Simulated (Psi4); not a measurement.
# One shape, several levels: doublet [SiH2]+

Aim: a comparison of 3 runs (UDSD-PBEP86/aug-cc-pVTZ, UHSE06/aug-cc-pVTZ, UMP3/aug-cc-pVTZ) of doublet [SiH2]+. 

The calculation is run with Psi4 1.11.

### 1 The molecule

[SiH2]+ has 3 atoms, charge +1, and is taken as a doublet. SMILES of the parent species: `[SiH2]`. The shape is that of a PBE0-D4/def2-TZVP optimisation. That shape belongs to the parent species and isn't relaxed for this state.

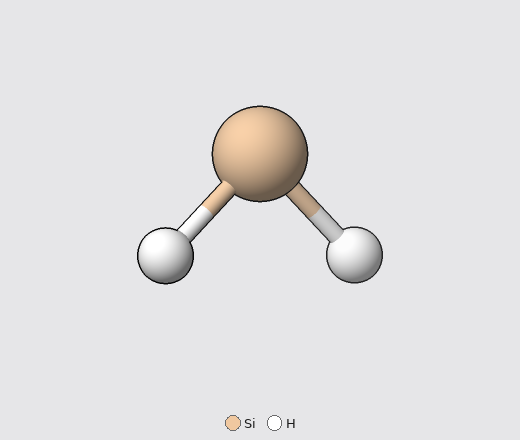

Viewed from a chosen angle; silicon light orange, hydrogen white.

### 2 The energy at UDSD-PBEP86/aug-cc-pVTZ (density fitting for correlation) (run 1)

Input file calc.in:

```
memory 2200 MB

molecule molecule1 {
  1 2
  Si
  H 1 1.525397
  H 1 1.525426 2 91.17418
  units angstrom
  symmetry c1
  no_reorient
  no_com
}

set basis aug-cc-pVTZ
set reference uks
set puream true
set e_convergence 1e-09
set d_convergence 1e-08
set scf_type pk
set dft_radial_points 99
set dft_spherical_points 590
set num_frozen_docc 5
set maxiter 100

energy("dsd-pbep86")
```

Launch:

```sh
$ psi4 -n 1 calc.in calc.out
```

calc.out:

```text
[...]
  Running in c1 symmetry.
[...]
  Nuclear repulsion =    9.956245088352896
[...]
  Multiplicity = 2
[...]
  Nalpha       = 8
  Nbeta        = 7
[...]
    Number of basis functions: 96
[...]
   @UKS iter   1:  -289.91430067671376   -1.63120e-01   1.72636e-03 DIIS/ADIIS
[...]
   @UKS iter  11:  -289.94227235597413   -2.38742e-12   2.34278e-09 DIIS
[...]
   @S^2 Observed:                7.578354082E-01
[...]
    Orbital Energies [Eh]
    ---------------------
    Alpha Occupied:
       1A    -68.225723     2A     -6.202804     3A     -4.394200
       4A     -4.391754     5A     -4.385554     6A     -0.929857
       7A     -0.701944     8A     -0.658869
    Alpha Virtual:
       9A     -0.313220    10A     -0.171562    11A     -0.130596
      12A     -0.093775    13A     -0.084118    14A     -0.080678
      15A     -0.076532    16A     -0.072178    17A     -0.066970
      18A     -0.060714    19A     -0.033935    20A     -0.023637
      21A      0.053010    22A      0.064302    23A      0.069614
      24A      0.071617    25A      0.081725    26A      0.102873
[...]
  @UKS Final Energy:  -289.94227235597413
   => Energetics <=
    Nuclear Repulsion Energy =              9.9562450883528957
    One-Electron Energy =                -416.5083533977885963
    Two-Electron Energy =                 122.6467490163124126
    DFT Exchange-Correlation Energy =      -6.0369130628508429
    Empirical Dispersion Energy =           0.0000000000000000
    VV10 Nonlocal Energy =                  0.0000000000000000
    Total Energy =                       -289.9422723559741257
[...]
 Multipole Moments:
 ------------------------------------------------------------------------------------
     Multipole            Electronic (a.u.)      Nuclear  (a.u.)        Total (a.u.)
 ------------------------------------------------------------------------------------
 L = 1.  Multiply by 2.5417464519 to convert [e a0] to [Debye]
 Dipole X            :          1.4179560           -1.3325372            0.0854188
 Dipole Y            :          1.3891616           -1.3054798            0.0836818
 Dipole Z            :          0.0000000            0.0000000            0.0000000
 Magnitude           :                                                    0.1195785
[...]
```

It took 19 s on 1 thread of AMD EPYC 7R43 (Zen 3), shared host; peak memory 1 GiB.

### 3 The energy at UHSE06/aug-cc-pVTZ (run 2)

Input file run.py:

```python
import psi4

psi4.set_memory('2200 MB')
psi4.set_num_threads(1)
psi4.core.set_output_file('psi4.out', False)

geom = psi4.geometry("""
1 2
Si
H 1 1.525397
H 1 1.525426 2 91.17418
symmetry c1
""")

psi4.set_options({
    'reference': 'uks',
    'puream': True,
    'e_convergence': 1e-09,
    'd_convergence': 1e-08,
    'scf_type': 'pk',
    'dft_radial_points': 99,
    'dft_spherical_points': 590,
    'maxiter': 100,
})

energy_value, wavefunction = psi4.energy("hse06/aug-cc-pVTZ", return_wfn=True)
print('E =', round(energy_value, 9))
```

Launch:

```sh
$ python run.py
```

psi4.out:

```text
[...]
  Running in c1 symmetry.
[...]
  Nuclear repulsion =    9.956245088352896
[...]
  Multiplicity = 2
[...]
  Nalpha       = 8
  Nbeta        = 7
[...]
    Number of basis functions: 96
[...]
   @UKS iter   1:  -290.13981304858777   -1.55795e-02   2.04655e-03 DIIS/ADIIS
[...]
   @UKS iter  10:  -290.16185227109656   -1.59162e-12   1.04490e-09 DIIS
[...]
   @S^2 Observed:                7.536367129E-01
[...]
    Orbital Energies [Eh]
    ---------------------
    Alpha Occupied:
       1A    -66.634472     2A     -5.685042     3A     -4.023779
       4A     -4.019034     5A     -4.012434     6A     -0.811849
       7A     -0.609444     8A     -0.568755
    Alpha Virtual:
       9A     -0.407528    10A     -0.255868    11A     -0.195241
      12A     -0.149568    13A     -0.141282    14A     -0.132838
      15A     -0.124046    16A     -0.113969    17A     -0.111702
      18A     -0.100353    19A     -0.051621    20A     -0.046904
      21A      0.005191    22A      0.020840    23A      0.022111
      24A      0.032223    25A      0.034543    26A      0.048907
[...]
  @UKS Final Energy:  -290.16185227109656
   => Energetics <=
    Nuclear Repulsion Energy =              9.9562450883528957
    One-Electron Energy =                -416.5583771917184777
    Two-Electron Energy =                 132.6730746110699499
    DFT Exchange-Correlation Energy =     -16.2327947788008977
    Empirical Dispersion Energy =           0.0000000000000000
    VV10 Nonlocal Energy =                  0.0000000000000000
    Total Energy =                       -290.1618522710965635
[...]
 Multipole Moments:
 ------------------------------------------------------------------------------------
     Multipole            Electronic (a.u.)      Nuclear  (a.u.)        Total (a.u.)
 ------------------------------------------------------------------------------------
 L = 1.  Multiply by 2.5417464519 to convert [e a0] to [Debye]
 Dipole X            :          1.3793889           -1.3325372            0.0468518
 Dipole Y            :          1.3513788           -1.3054798            0.0458990
 Dipole Z            :          0.0000000            0.0000000            0.0000000
 Magnitude           :                                                    0.0655881
[...]
```

The script printed:

```text
E = -290.161852271
```

Wall time 35 s (1 thread of AMD EPYC 7R43 (Zen 3), shared host); peak memory 1.1 GiB.

### 4 A single-point energy at UMP3/aug-cc-pVTZ (run 3)

Input file input.in:

```
memory 2.2 GB

molecule {
  1 2
  Si    -0.491200     0.468600    -0.213600
  H      0.840300     0.578600     0.522500
  H     -0.349100    -1.047200    -0.308900
  symmetry c1
}

set basis aug-cc-pVTZ
set reference uhf
set puream true
set e_convergence 1e-09
set d_convergence 1e-08
set scf_type pk
set num_frozen_docc 5
set maxiter 100
set mp_type conv

energy("mp3")
```

Launch:

```sh
$ psi4 -i input.in -o input.out -n 1
```

input.out:

```text
[...]
  Running in c1 symmetry.
[...]
  Nuclear repulsion =    9.956246036569164
[...]
  Multiplicity = 2
[...]
  Nalpha       = 8
  Nbeta        = 7
[...]
    Number of basis functions: 96
[...]
   @UHF iter   1:  -289.68032167691086   -2.38785e-01   1.88000e-03 DIIS/ADIIS
[...]
   @UHF iter  11:  -289.72123286676555   -2.96723e-11   8.53324e-09 DIIS
[...]
   @S^2 Observed:                7.609245088E-01
[...]
    Orbital Energies [Eh]
    ---------------------
    Alpha Occupied:
       1A    -69.153207     2A     -6.494669     3A     -4.602407
       4A     -4.595685     5A     -4.592332     6A     -0.984982
       7A     -0.743853     8A     -0.702172
    Alpha Virtual:
       9A     -0.263329    10A     -0.130269    11A     -0.110540
      12A     -0.074491    13A     -0.068028    14A     -0.065174
      15A     -0.060789    16A     -0.041928    17A     -0.039803
      18A     -0.033407    19A     -0.025237    20A     -0.010245
      21A      0.076516    22A      0.086997    23A      0.089966
      24A      0.095958    25A      0.109559    26A      0.131506
[...]
  @UHF Final Energy:  -289.72123286676555
   => Energetics <=
    Nuclear Repulsion Energy =              9.9562460365691638
    One-Electron Energy =                -416.4634216047290352
    Two-Electron Energy =                 116.7859427013943048
    Total Energy =                       -289.7212328667656038
  UHF NO Occupations:
  HONO-2 :    6  A 1.9980788
  HONO-1 :    7  A 1.9964606
[...]
 Multipole Moments:
 ------------------------------------------------------------------------------------
     Multipole            Electronic (a.u.)      Nuclear  (a.u.)        Total (a.u.)
 ------------------------------------------------------------------------------------
 L = 1.  Multiply by 2.5417464519 to convert [e a0] to [Debye]
 Dipole X            :         -1.5152553            1.3986185           -0.1166369
 Dipole Y            :          1.3373695           -1.2344223            0.1029473
 Dipole Z            :          0.0000000            0.0000000            0.0000000
 Magnitude           :                                                    0.1555709
[...]
	SCS-MP2 Total Energy (a.u.)        :  -289.80907585020708
	SOS-MP2 Total Energy (a.u.)        :  -289.81385497725984
[...]
	SOS-PI-MP2 Total Energy (a.u.)     :  -289.82097975499016
[...]
	MP2 Total Energy (a.u.)            :  -289.79951759610145
[...]
	SCS-MP3 Total Energy (a.u.)        :  -289.81300183301585
[...]
	MP3 Total Energy (a.u.)            :  -289.81522152733646
[...]
```

It took 34 s on 1 thread of AMD EPYC 7R43 (Zen 3), shared host; peak memory 1.2 GiB.

### 5 The series

| run | level | fitting correlation | frozen core orbitals | energy (Eh) | HOMO energy (eV) | LUMO energy (eV) | ⟨S²⟩ | wall time |
| --- | --- | --- | --- | --- | --- | --- | --- | --- |
| 1 | UDSD-PBEP86/aug-cc-pVTZ (density fitting for correlation) | density fitting | 5 | -289.986652 | -17.93 | -9.39 | 0.758 | 19 s |
| 2 | UHSE06/aug-cc-pVTZ | – | 0 | -290.161852 | -15.48 | -12.16 | 0.754 | 35 s |
| 3 | UMP3/aug-cc-pVTZ | none | 5 | -289.815222 | -19.11 | -7.72 | 0.761 | 34 s |

### 6 Results

```
                                                         quantity          value
                                              run 3: total energy  -289.81522 Eh
run 3: HOMO energy (Hartree–Fock orbitals) (highest over α and β)      -19.11 eV
 run 3: LUMO energy (Hartree–Fock orbitals) (lowest over α and β)       -7.72 eV
               run 3: correlation energy (5 core orbitals frozen)      -94.0 mEh
                         run 3: ⟨S²⟩ of the reference determinant          0.761
```

**Reading.** Totals of different functionals can't be ranked against each other. All runs together took 88 s, the longest 35 s.
